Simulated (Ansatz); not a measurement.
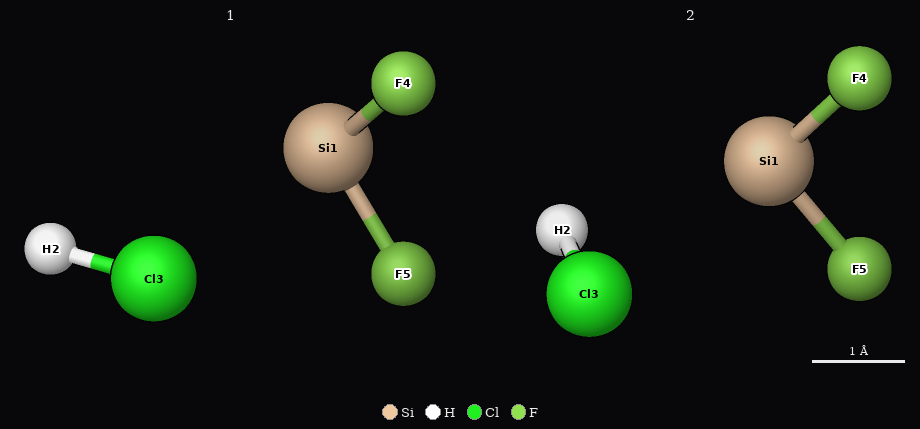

Two geometries of SiHClF2, drawn at one scale. One is the start of a relaxation, the other its converged end. The picture is a ball-and-stick view, seen at a tilt.

Theory: RKS PBE0-D4/6-31G* in Ansatz 0.2.0. Settings: no spin polarisation; force threshold 0.03 eV/Å; at most 50 steps.

Which of the two is the end point?

Structure 1 is the relaxed one. The run prepares an end point of a later path (reaction) calculation, from a guessed geometry. H2 moves most after the best rigid fit: 0.68 Å. Largest moves by element: H 0.68 Å, Cl 0.41 Å, Si 0.34 Å, F 0.11 Å. Some distances before and after: Si1–Cl3 3.333 → 3.265 Å, H2–Cl3 1.331 → 1.285 Å. After 9 accepted moves (11 points after the start) the energy has fallen by 0.098 eV. Largest force component: 1 eV/Å at the start, 0.0024 eV/Å at the end. The line search rejected the trial steps at points 7, 10 of the run. The forces were under the threshold at step 8, but the run went on from there. The run took 33 s on 1 thread of Arm Neoverse V1, on a shared host, peak memory 0.13 GiB.

Limits of the set-up: the start holds two separate molecules, 2.7 Å apart at their closest, whose relative position is a soft coordinate.
